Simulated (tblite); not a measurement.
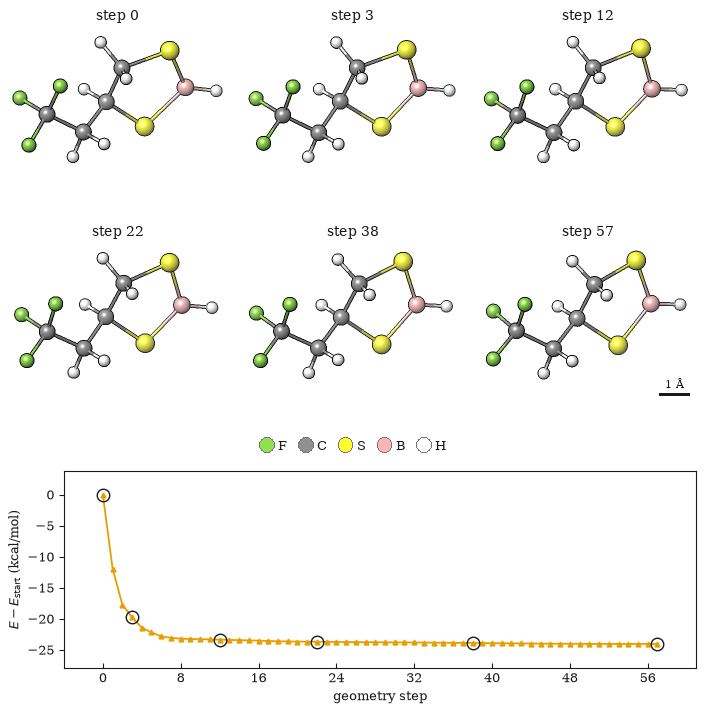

Frames of a relaxation of C₄H₆BF₃S₂, marked on the history of the run. The picture is a ball-and-stick view, seen at a tilt.

Method: GFN2-xTB geometry optimisation, gas phase (tblite). 

What happens along the run?

Answer. An S atom moves most after the best rigid fit: 0.38 Å. Largest moves by element: S 0.38 Å, H 0.36 Å, F 0.26 Å, B 0.18 Å, C 0.10 Å. Among the contacts that change: B–S 1.896 → 1.774 Å, B–S 1.869 → 1.770 Å, C–S 1.780 → 1.858 Å, C–S 1.782 → 1.838 Å. Bond angles that change, for instance: S–B–S 101.5° → 115.9°, C–S–B 104.4° → 96.1°, S–B–H 130.0° → 122.2°. The energy falls by 24.0 kcal/mol in 57 geometry steps. From step 0 to 3: the B atom moves most (0.11 Å), energy −19.8 kcal/mol. From step 3 to 12: an H atom moves most (0.12 Å), energy −3.60 kcal/mol. From step 12 to 22: an S atom moves most (0.13 Å), energy −0.35 kcal/mol. From step 22 to 38: S and H atoms move most (0.09 Å), energy −0.19 kcal/mol. From step 38 to 57: F atoms move most (0.11 Å), energy −0.16 kcal/mol.

| step | E − E(0), kcal/mol |
| --- | --- |
| 0 | 0.00 |
| 1 | -11.90 |
| 2 | -17.70 |
| 3 | -19.75 |
| 4 | -21.41 |
| 5 | -22.19 |
| 6 | -22.82 |
| 7 | -23.07 |
| 8 | -23.19 |
| 9 | -23.25 |
| 10 | -23.28 |
| 12 | -23.35 |
| 15 | -23.47 |
| 17 | -23.57 |
| 20 | -23.66 |
| 22 | -23.70 |
| 25 | -23.73 |
| 27 | -23.76 |
| 30 | -23.79 |
| 32 | -23.81 |
| 35 | -23.85 |
| 37 | -23.88 |
| 40 | -23.91 |
| 42 | -23.95 |
| 45 | -23.99 |
| 47 | -24.01 |
| 50 | -24.03 |
| 52 | -24.04 |
| 55 | -24.04 |
| 57 | -24.04 |
